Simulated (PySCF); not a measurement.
**Energy and gradient calculation of C$_{2}$H$_{9}$BSSi**

C$_{2}$H$_{9}$BSSi, computed with CAM-B3LYP/6-311+G**, RKS (PySCF 2.14.0).

The geometry comes from this level: PBE0-D4/def2-TZVP. Figures and captions count atoms from 1; the log counts them from 0 in places.

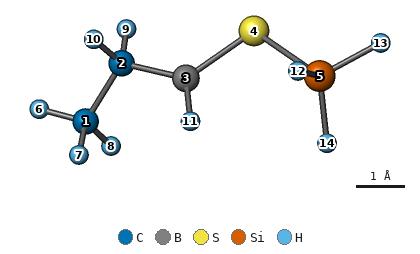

Fig. 1: The structure (ball-and-stick view, seen at a tilt; atoms are numbered from 1 in the order of the input).

### Key numbers

- outcome: converged
- total energy: −794.191253 hartree
- basis functions: 180
- largest force: 0.328 eV/Å
- HOMO: −9.20 eV
- LUMO: −0.05 eV
- dipole moment: 0.81 D
- hardware: 1 thread of Intel Xeon (Sapphire Rapids), 16 GiB of memory available, shared host
- wall time: 3.3 min
- peak memory: 2.5 GiB

### Input file (calc.py)
```python
# CCBS[SiH3]
from pyscf import gto, dft

molecule = gto.M(
    atom='''
C     -1.000200     1.200100     1.933500
C      0.323600     0.957200     1.208900
B      0.226100    -0.060100     0.030100
S      1.097600     0.235700    -1.507700
Si     0.576200    -1.568800    -2.550400
H     -0.868400     1.848700     2.802600
H     -1.439300     0.261200     2.279200
H     -1.729700     1.678300     1.275200
H      0.780000     1.903500     0.902500
H      1.035900     0.502300     1.916300
H     -0.417300    -1.067300     0.145300
H      1.090600    -2.753400    -1.821000
H      1.207900    -1.495100    -3.891200
H     -0.896200    -1.671700    -2.694600
''',
    basis='6-311+g**',
    verbose=3,
    max_memory=1860,
)

calc0 = dft.RKS(molecule)
calc0.xc = 'cam-b3lyp'
calc0.conv_tol = 1e-10
calc0.grids.level = 5
calc0.kernel()
if not calc0.converged:
    calc0 = calc0.newton().run(calc0.mo_coeff, calc0.mo_occ)

etot = calc0.e_tot
print(f'total energy: {etot:.8f} hartree')
grad = calc0.nuc_grad_method().kernel()
dip = calc0.dip_moment()
pop, q = calc0.mulliken_pop()
```

Launched with:
```bash
OMP_NUM_THREADS=1 python calc.py
```

### What the program printed
```
converged SCF energy = -794.191252565012
total energy: -794.19125257 hartree
--------------- RKS gradients ---------------
         x                y                z
0 C     0.0024159787    -0.0007049520    -0.0015383594
1 C    -0.0028179705     0.0012032916     0.0007822813
2 B     0.0014309474     0.0004861633    -0.0024607841
3 S    -0.0008753499    -0.0015139372    -0.0000720281
4 Si     0.0005550792     0.0046170944     0.0043777531
5 H     0.0002649046     0.0001375285     0.0001354884
6 H     0.0000783453    -0.0002472741    -0.0001889817
7 H     0.0000902235    -0.0000654969    -0.0002751183
8 H     0.0003241906     0.0003689921    -0.0000341470
9 H     0.0003019880    -0.0003922599     0.0002277232
10 H    -0.0013850395    -0.0023415185     0.0000876773
11 H     0.0005935079    -0.0014200076     0.0007850726
12 H     0.0007388848     0.0000456385    -0.0016116220
13 H    -0.0017137071    -0.0001732384    -0.0002144879
----------------------------------------------
Dipole moment(X, Y, Z, Debye): -0.39328, -0.64653,  0.29877
 ** Mulliken pop  **
pop of  0 C 1s            1.10380
pop of  0 C 2s            0.88499
pop of  0 C 3s            0.73343
pop of  0 C 4s            0.47976
pop of  0 C 5s            0.12333
pop of  0 C 2px           0.21320
pop of  0 C 2py           0.22344
pop of  0 C 2pz           0.21997
pop of  0 C 3px           0.50109
pop of  0 C 3py           0.50979
pop of  0 C 3pz           0.50536
pop of  0 C 4px           0.26042
pop of  0 C 4py           0.33174
pop of  0 C 4pz           0.32185
pop of  0 C 5px          -0.01178
pop of  0 C 5py           0.01371
pop of  0 C 5pz           0.00391
pop of  0 C 3dxy          0.01009
pop of  0 C 3dyz          0.01189
pop of  0 C 3dz^2         0.00585
pop of  0 C 3dxz          0.01152
pop of  0 C 3dx2-y2       0.00822
pop of  1 C 1s            1.10376
pop of  1 C 2s            0.88500
pop of  1 C 3s            0.73128
pop of  1 C 4s            0.46367
pop of  1 C 5s           -0.03903
pop of  1 C 2px           0.20869
pop of  1 C 2py           0.22339
pop of  1 C 2pz           0.22609
pop of  1 C 3px           0.49627
pop of  1 C 3py           0.51707
pop of  1 C 3pz           0.52607
pop of  1 C 4px           0.28004
pop of  1 C 4py           0.34095
pop of  1 C 4pz           0.32831
pop of  1 C 5px          -0.03184
pop of  1 C 5py          -0.00108
pop of  1 C 5pz          -0.00652
pop of  1 C 3dxy          0.01135
pop of  1 C 3dyz          0.00964
pop of  1 C 3dz^2         0.00621
pop of  1 C 3dxz          0.01099
pop of  1 C 3dx2-y2       0.00850
pop of  2 B 1s            1.13114
pop of  2 B 2s            0.85480
pop of  2 B 3s            0.67974
pop of  2 B 4s            0.33391
pop of  2 B 5s            0.06370
pop of  2 B 2px           0.09670
pop of  2 B 2py           0.18462
pop of  2 B 2pz           0.17692
pop of  2 B 3px           0.22811
pop of  2 B 3py           0.37161
pop of  2 B 3pz           0.38046
pop of  2 B 4px           0.12547
pop of  2 B 4py           0.21679
pop of  2 B 4pz           0.07913
pop of  2 B 5px           0.03050
pop of  2 B 5py           0.00910
pop of  2 B 5pz           0.01115
pop of  2 B 3dxy          0.01152
pop of  2 B 3dyz          0.02175
pop of  2 B 3dz^2         0.02867
pop of  2 B 3dxz          0.02215
pop of  2 B 3dx2-y2       0.01161
pop of  3 S 1s            0.77484
pop of  3 S 2s            1.19187
pop of  3 S 3s            0.92789
pop of  3 S 4s            1.05977
pop of  3 S 5s            1.07698
pop of  3 S 6s            0.86451
pop of  3 S 7s           -0.09300
pop of  3 S 2px           0.62395
pop of  3 S 2py           0.62171
pop of  3 S 2pz           0.62069
pop of  3 S 3px           1.33679
pop of  3 S 3py           1.33767
pop of  3 S 3pz           1.33812
pop of  3 S 4px           0.37481
pop of  3 S 4py           0.35424
pop of  3 S 4pz           0.34844
pop of  3 S 5px           0.95389
pop of  3 S 5py           0.89759
pop of  3 S 5pz           0.80962
pop of  3 S 6px           0.35739
pop of  3 S 6py           0.19789
pop of  3 S 6pz           0.13932
pop of  3 S 7px          -0.06594
pop of  3 S 7py          -0.01725
pop of  3 S 7pz           0.00106
pop of  3 S 3dxy          0.00488
pop of  3 S 3dyz          0.01287
pop of  3 S 3dz^2         0.00702
pop of  3 S 3dxz          0.00913
pop of  3 S 3dx2-y2       0.00803
pop of  4 Si 1s           0.78772
pop of  4 Si 2s           1.18215
pop of  4 Si 3s           0.94634
pop of  4 Si 4s           1.03760
pop of  4 Si 5s           0.83683
pop of  4 Si 6s           0.45763
pop of  4 Si 7s           0.01147
pop of  4 Si 2px          0.66080
pop of  4 Si 2py          0.65849
pop of  4 Si 2pz          0.66001
pop of  4 Si 3px          1.29537
pop of  4 Si 3py          1.29625
pop of  4 Si 3pz          1.29561
pop of  4 Si 4px          0.23474
pop of  4 Si 4py          0.21416
pop of  4 Si 4pz          0.22816
pop of  4 Si 5px          0.48581
pop of  4 Si 5py          0.43979
pop of  4 Si 5pz          0.46454
pop of  4 Si 6px          0.04787
pop of  4 Si 6py          0.00706
pop of  4 Si 6pz          0.03536
pop of  4 Si 7px          0.00759
pop of  4 Si 7py          0.00941
pop of  4 Si 7pz          0.00923
pop of  4 Si 3dxy         0.01914
pop of  4 Si 3dyz         0.03311
pop of  4 Si 3dz^2        0.03155
pop of  4 Si 3dxz         0.02298
pop of  4 Si 3dx2-y2      0.04645
pop of  5 H 1s            0.27434
pop of  5 H 2s            0.47196
pop of  5 H 3s            0.09178
pop of  5 H 2px           0.00456
pop of  5 H 2py           0.00774
pop of  5 H 2pz           0.01001
pop of  6 H 1s            0.27395
pop of  6 H 2s            0.47218
pop of  6 H 3s            0.09329
pop of  6 H 2px           0.00611
pop of  6 H 2py           0.01055
pop of  6 H 2pz           0.00555
pop of  7 H 1s            0.27425
pop of  7 H 2s            0.47335
pop of  7 H 3s            0.09205
pop of  7 H 2px           0.00844
pop of  7 H 2py           0.00646
pop of  7 H 2pz           0.00737
pop of  8 H 1s            0.27326
pop of  8 H 2s            0.46721
pop of  8 H 3s            0.09294
pop of  8 H 2px           0.00591
pop of  8 H 2py           0.01150
pop of  8 H 2pz           0.00598
pop of  9 H 1s            0.26724
pop of  9 H 2s            0.47417
pop of  9 H 3s            0.08483
pop of  9 H 2px           0.00809
pop of  9 H 2py           0.00655
pop of  9 H 2pz           0.00934
pop of  10 H 1s           0.26507
pop of  10 H 2s           0.54405
pop of  10 H 3s           0.16570
pop of  10 H 2px          0.00397
pop of  10 H 2py          0.00790
pop of  10 H 2pz          0.00205
pop of  11 H 1s           0.24984
pop of  11 H 2s           0.57390
pop of  11 H 3s           0.27957
pop of  11 H 2px          0.00177
pop of  11 H 2py          0.00642
pop of  11 H 2pz          0.00284
pop of  12 H 1s           0.24977
pop of  12 H 2s           0.57453
pop of  12 H 3s           0.28415
pop of  12 H 2px          0.00230
pop of  12 H 2py          0.00058
pop of  12 H 2pz          0.00814
pop of  13 H 1s           0.24980
pop of  13 H 2s           0.57359
pop of  13 H 3s           0.28010
pop of  13 H 2px          0.00974
pop of  13 H 2py          0.00060
pop of  13 H 2pz          0.00071
 ** Mulliken atomic charges  **
charge of    0C =     -0.46558
charge of    1C =     -0.29882
charge of    2B =     -0.06955
charge of    3S =     -0.07479
charge of    4Si =      0.53677
charge of    5H =      0.13961
charge of    6H =      0.13836
charge of    7H =      0.13809
charge of    8H =      0.14320
charge of    9H =      0.14978
charge of   10H =      0.01127
charge of   11H =     -0.11433
charge of   12H =     -0.11948
charge of   13H =     -0.11453
```

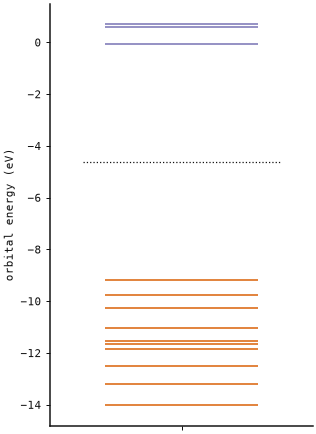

Fig. 2: Orbital energies near the frontier; the dotted line parts filled from empty levels, and levels within 0.02 eV of each other stand side by side. Highest filled −9.20 eV, lowest empty −0.05 eV, 9.15 eV apart.
